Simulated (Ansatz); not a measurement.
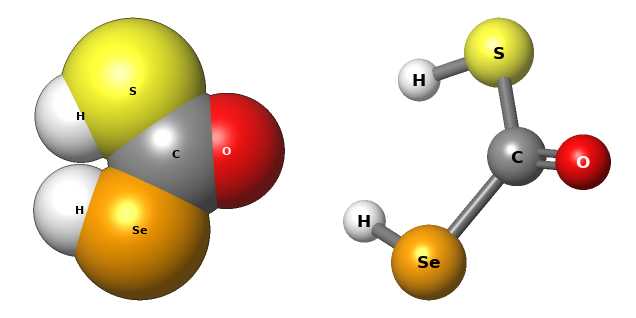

Both panels show the same species.

Computed geometry: PBE0-D4/def2-TZVP optimisation.

Give the formula.

CH2OSSe, 6 atoms: 1 carbon, 2 hydrogen, 1 oxygen, 1 sulfur and 1 selenium.

Give a SMILES string for it.

O=C(S)[SeH]

More results for the same structure follow; atom numbers are the same in all pictures, views and colours differ.

### Shape

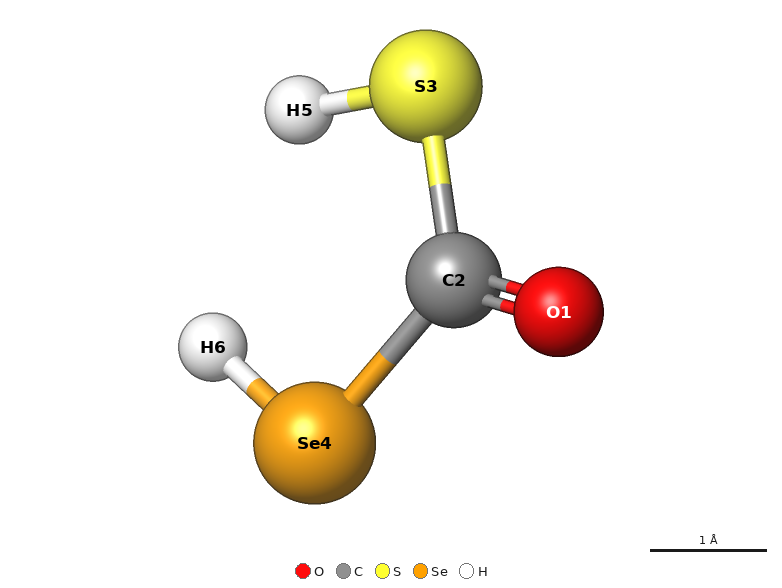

Atoms carry their numbers in the input.

Describe the coordination of atom 3.

S3 has 2 neighbours (C2 at 1.77, H5 at 1.34 Å); the arrangement is bent.

Describe the coordination of atom 2.

C2 has 3 neighbours (O1 at 1.19, S3 at 1.77, Se4 at 1.94 Å); the arrangement is trigonal planar.

Describe the coordination of atom 4.

Se4 has 2 neighbours (C2 at 1.94, H6 at 1.47 Å); the arrangement is bent.

### Thermal motion

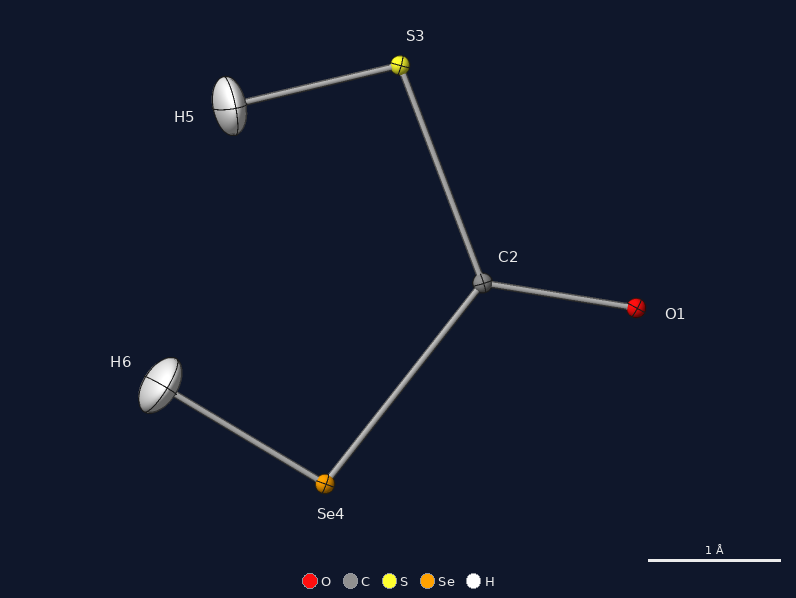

Displacement ellipsoids at the 50 % level, from the internal vibrations of the free molecule (harmonic, no overall translation or rotation; no half-axis is drawn under 0.075 Å). Vibrations computed with RKS PBE0-D4/def2-TZVP (Ansatz 0.2.0). Temperature: 0 K (zero-point motion alone).

List U_eq and the three principal root-mean-square amplitudes for each kind of atom.

```json
{"atom": "O1", "U_eq (Å²)": "0.0013", "rms amplitudes (Å)": "0.018, 0.037, 0.047"}
{"atom": "C2", "U_eq (Å²)": "0.0018", "rms amplitudes (Å)": "0.039, 0.041, 0.048"}
{"atom": "S3", "U_eq (Å²)": "0.00060", "rms amplitudes (Å)": "0.012, 0.020, 0.036"}
{"atom": "Se4", "U_eq (Å²)": "0.00014", "rms amplitudes (Å)": "0.005, 0.009, 0.018"}
{"atom": "H5", "U_eq (Å²)": "0.0331", "rms amplitudes (Å)": "0.080, 0.147, 0.267"}
{"atom": "H6", "U_eq (Å²)": "0.0420", "rms amplitudes (Å)": "0.082, 0.152, 0.310"}
```

### Dipole moment

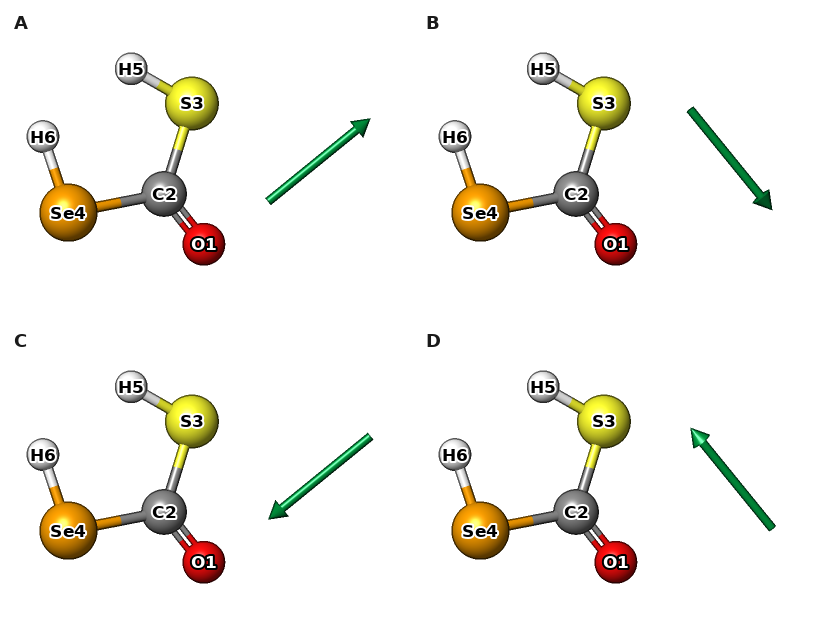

The same molecule four times, each with an arrow. Properties computed with RKS PBE0-D4/def2-TZVP (Ansatz 0.2.0).

Which arrow points along the dipole moment, from the negative to the positive end?

D. The dipole moment is 3.22 D; it points from the side of O1 to the side of H6 (the outermost atoms at the two ends).

### Charges

The questions are on Mulliken charges. Level of theory: RKS PBE-D4/def2-TZVPP (Ansatz 0.2.0).

Which atom carries the highest charge (most positive or least negative)?

C2, H5 (0.11 e).

And the lowest?

O1 (−0.20 e).

List the Mulliken charges.

```tsv
atom	value (e)
O1	−0.20
C2	0.11
S3	−0.06
Se4	0.00
H5	0.11
H6	0.04
```

Mulliken values depend strongly on the basis set and can even reverse the polarity of a bond.
